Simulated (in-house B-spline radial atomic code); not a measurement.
**Ge⁸⁺: excited configurations**

Wanted: excitation energies of Ge⁸⁺ as differences of total energies (ΔSCF).

Program: in-house B-spline radial atomic code version 1. Level of theory: non-relativistic Hartree-Fock, average of configuration, point nucleus, basis-set limit. These are calculated values, not measurements, unless marked.

## (1) The atom as given

```
element       : germanium (Z = 32)
charge        : +8
electrons     : 24
configuration : [Ar] 3d6
Hamiltonian   : non-relativistic
nucleus       : point
```

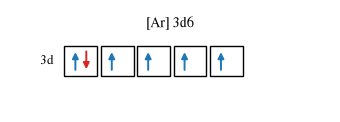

The shells outside the core, filled by Hund's rule for the drawing.

The boxes draw the filling by Hund's rule, which heavy ions in jj coupling don't follow; these runs average over all states of the configuration.

The run's settings:

```ini
Z = 32
electrons = 24.0
configuration = [Ar] 3d6
hamiltonian = nr
method = hf
spin_polarised = False
```

From the earlier run of the reference: total energy -2052.222931 hartree. Levels, eight at most:

```tsv
orbital	occupation	energy (eV)	<r> (bohr)
1s	2	-11212.6	0.04784
2s	2	-1606.41	0.2128
2p	6	-1445.43	0.1849
3s	2	-363.60	0.6061
3p	6	-306.38	0.6117
3d	6	-215.11	0.6058
```

## (2) [Ar] 3d4 5f1 5g1

The run's settings:

```ini
Z = 32
electrons = 24.0
configuration = [Ar] 3d4 5f1 5g1
hamiltonian = nr
method = hf
spin_polarised = False
```

Results of the run (chosen fields of its result record, rounded):

```text
status: converged
scf [iteration, energy, orbital gradient]:
  - [1, -2013.30510688, 1.33]
  - [2, -2036.9805516, 0.427]
  - [3, -2038.78284256, 0.167]
  - [4, -2039.0481878, 0.0641]
  - [5, -2039.08757221, 0.0145]
  - [6, -2039.09073149, 0.000506]
  - [7, -2039.09073432, 1.57e-05]
  - [8, -2039.09073432, 1.37e-06]
  - [9, -2039.09073432, 8.66e-08]
energy [hartree]: {"total": -2039.09073432, "kinetic": 2039.09072622, "nuclear": -4682.56553901, "coulomb": 671.626883257, "exact_exchange": -67.2428047888}
orbitals [hartree, bohr; first row names the columns]:
  - ["name", "occ", "eps", "<r>"]
  - ["1s", 2.0, -414.34076, 0.047846]
  - ["2s", 2.0, -61.359808, 0.21254]
  - ["2p", 6.0, -55.443792, 0.18459]
  - ["3s", 2.0, -15.114294, 0.59139]
  - ["3p", 6.0, -12.974388, 0.59269]
  - ["3d", 4.0, -9.7693608, 0.56963]
  - ["5f", 1.0, -1.7812559, 3.1086]
  - ["5g", 1.0, -1.7091565, 2.8513]
sum_r [bohr^k]: {"-1": 146.3302, "1": 14.60562, "2": 25.09707}
energy_minus_base [hartree]: 13.1321969
```

Run time: 0.15 s. Hardware: 1 thread, shared host.

energy_minus_base is the energy less that of the reference run.

## (3) Configuration [Ne] 3s2 3p5 3d5 5s1 5f1

The run's settings:

```ini
Z = 32
electrons = 24.0
configuration = [Ne] 3s2 3p5 3d5 5s1 5f1
hamiltonian = nr
method = hf
spin_polarised = False
```

Results of the run:

```text
status: converged
scf [iteration, energy, orbital gradient]:
  - [1, -2009.82010601, 1.37]
  - [2, -2034.2156243, 0.512]
  - [3, -2036.53347401, 0.183]
  - [4, -2036.85619537, 0.067]
  - [5, -2036.89900668, 0.0185]
  - [6, -2036.9034012, 0.00086]
  - [7, -2036.90340779, 1.13e-05]
  - [8, -2036.90340779, 1.22e-06]
  - [9, -2036.90340779, 5.6e-08]
energy [hartree]: {"total": -2036.90340779, "kinetic": 2036.90340184, "nuclear": -4680.79232119, "coulomb": 673.145855651, "exact_exchange": -66.160344088}
orbitals [hartree, bohr; first row names the columns]:
  - ["name", "occ", "eps", "<r>"]
  - ["1s", 2.0, -414.36253, 0.047838]
  - ["2s", 2.0, -61.215576, 0.21247]
  - ["2p", 6.0, -55.306634, 0.18484]
  - ["3s", 2.0, -14.918568, 0.59267]
  - ["3p", 5.0, -12.897228, 0.5934]
  - ["3d", 5.0, -9.6033007, 0.57245]
  - ["5s", 1.0, -2.8185547, 2.4604]
  - ["5f", 1.0, -1.7635402, 3.1367]
sum_r [bohr^k]: {"-1": 146.2748, "1": 14.24129, "2": 23.15751}
energy_minus_base [hartree]: 15.3195234
```

Run time: 0.13 s. Hardware: 1 thread, shared host.

## (4) [Ne] 3s2 3p5 3d5 4f1 5d1

The run's settings:

```ini
Z = 32
electrons = 24.0
configuration = [Ne] 3s2 3p5 3d5 4f1 5d1
hamiltonian = nr
method = hf
spin_polarised = False
```

Results of the run:

```text
status: converged
scf [iteration, energy, orbital gradient]:
  - [1, -2010.36457266, 1.34]
  - [2, -2034.55711276, 0.485]
  - [3, -2036.96460708, 0.168]
  - [4, -2037.28592415, 0.0621]
  - [5, -2037.33043434, 0.0174]
  - [6, -2037.33425707, 0.000805]
  - [7, -2037.33426565, 2.69e-05]
  - [8, -2037.33426566, 1.82e-06]
  - [9, -2037.33426566, 1.99e-07]
energy [hartree]: {"total": -2037.33426566, "kinetic": 2037.33424829, "nuclear": -4685.86727069, "coulomb": 677.349845807, "exact_exchange": -66.1510890683}
orbitals [hartree, bohr; first row names the columns]:
  - ["name", "occ", "eps", "<r>"]
  - ["1s", 2.0, -414.18552, 0.047838]
  - ["2s", 2.0, -61.022378, 0.21248]
  - ["2p", 6.0, -55.118019, 0.18483]
  - ["3s", 2.0, -14.721676, 0.59314]
  - ["3p", 5.0, -12.705866, 0.59371]
  - ["3d", 5.0, -9.4154137, 0.57267]
  - ["4f", 1.0, -2.8802306, 1.7004]
  - ["5d", 1.0, -2.0816204, 2.9466]
sum_r [bohr^k]: {"-1": 146.4334, "1": 13.29479, "2": 18.21636}
energy_minus_base [hartree]: 14.8886655
```

Wall time 0.13 s (1 thread, shared host).

## (5) Run with [Ar] 3d4 4d1 5s1

The run's settings:

```ini
Z = 32
electrons = 24.0
configuration = [Ar] 3d4 4d1 5s1
hamiltonian = nr
method = hf
spin_polarised = False
```

Results of the run:

```text
status: converged
scf [iteration, energy, orbital gradient]:
  - [1, -2016.95801728, 1.34]
  - [2, -2039.74915892, 0.46]
  - [3, -2041.77575501, 0.165]
  - [4, -2042.06443952, 0.0618]
  - [5, -2042.10771262, 0.016]
  - [6, -2042.11089331, 0.000765]
  - [7, -2042.11089863, 3.84e-05]
  - [8, -2042.11089866, 2.46e-06]
  - [9, -2042.11089866, 7.51e-08]
energy [hartree]: {"total": -2042.11089866, "kinetic": 2042.11089507, "nuclear": -4697.79468455, "coulomb": 680.923467924, "exact_exchange": -67.3505771094}
orbitals [hartree, bohr; first row names the columns]:
  - ["name", "occ", "eps", "<r>"]
  - ["1s", 2.0, -413.87613, 0.047845]
  - ["2s", 2.0, -60.91431, 0.21258]
  - ["2p", 6.0, -54.992219, 0.18464]
  - ["3s", 2.0, -14.740406, 0.59242]
  - ["3p", 6.0, -12.596077, 0.59437]
  - ["3d", 4.0, -9.3878404, 0.57013]
  - ["4d", 1.0, -3.6788634, 1.597]
  - ["5s", 1.0, -2.7163129, 2.5174]
sum_r [bohr^k]: {"-1": 146.8061, "1": 12.77464, "2": 15.10338}
energy_minus_base [hartree]: 10.1120325
```

Run time: 0.11 s. Hardware: 1 thread, shared host.

## (6) Energies above the reference

| net move | configuration | energy above the reference (eV) | largest <r> (bohr) |
| --- | --- | --- | --- |
| 2×3d → 4d, 5s | [Ar] 3d4 4d1 5s1 | 275.16 | 2.52 |
| 2×3d → 5f, 5g | [Ar] 3d4 5f1 5g1 | 357.35 | 3.11 |
| 3d, 3p → 4f, 5d | [Ne] 3s2 3p5 3d5 4f1 5d1 | 405.14 | 2.95 |
| 3d, 3p → 5f, 5s | [Ne] 3s2 3p5 3d5 5s1 5f1 | 416.87 | 3.14 |

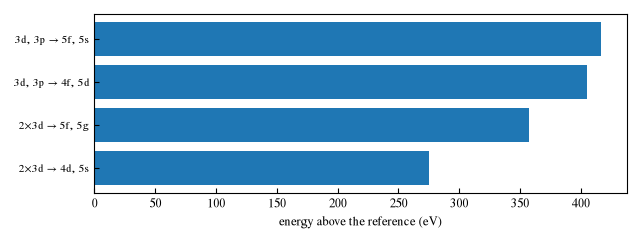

Energy of each configuration above the reference.

The energies run from 275.16 eV (2×3d → 4d, 5s) to 416.87 eV (3d, 3p → 5f, 5s). 4 of them lie more than 2 % above the ionisation threshold that Koopmans' theorem gives (215.11 eV), where such states can decay by emitting an electron. Two partly filled shells share a symmetry and can mix in the average, which may lower the energy, for: 2×3d → 4d, 5s; 3d, 3p → 4f, 5d. These are averages over configurations, without correlation, not spectroscopic levels.
